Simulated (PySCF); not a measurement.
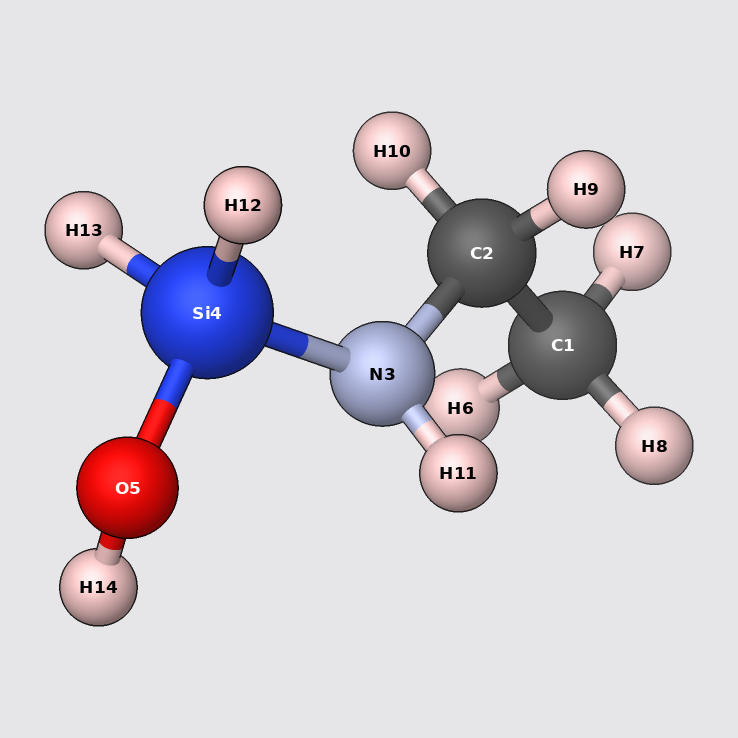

The computed structure is the end point of a GFN2-xTB optimisation. No frequency run is at hand to confirm it as a minimum. Properties computed with delta-SCF UKS SCAN, pcX-2 on the ionised atom, pcseg-1 elsewhere, spin-free X2C (PySCF 2.14.0).

Give the core-electron binding energies (to vacuum; p and d levels without spin–orbit splitting) of C1 1s, C2 1s, N3 1s, Si4 1s, Si4 2p, O5 1s.

```json
{"atom": "C1", "level": "1s", "binding energy (eV)": "290.6"}
{"atom": "C2", "level": "1s", "binding energy (eV)": "291.6"}
{"atom": "N3", "level": "1s", "binding energy (eV)": "404.3"}
{"atom": "Si4", "level": "1s", "binding energy (eV)": "1847.1"}
{"atom": "Si4", "level": "2p", "binding energy (eV)": "107.3"}
{"atom": "O5", "level": "1s", "binding energy (eV)": "538.5"}
```

The geometry is semi-empirical. Around Si such bond lengths and angles can be off by a tenth of an ångström or more and by several degrees, and values that hang on the shape move with them.
